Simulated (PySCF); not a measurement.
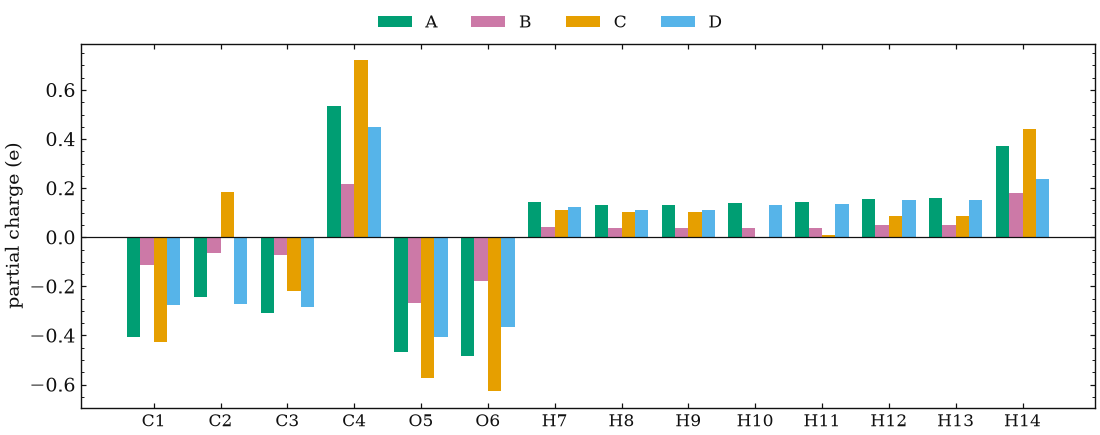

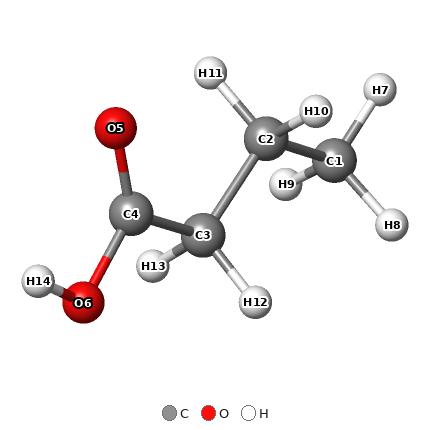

Atomic charges of C₄H₈O₂ (butyric acid), SMILES CCCC(=O)O by 4 schemes, PBE0/pcSseg-1, PySCF, at a PBE0-D3(BJ)/def2-SVP geometry (no frequency check).

### The schemes are ESP fit, Hirshfeld, IAO and Mulliken. Which series is which?

A: IAO (O6 −0.49 e); B: Hirshfeld (O6 −0.18 e); C: ESP fit (O6 −0.63 e); D: Mulliken (O6 −0.36 e).

Caveats: one conformer of a flexible molecule.
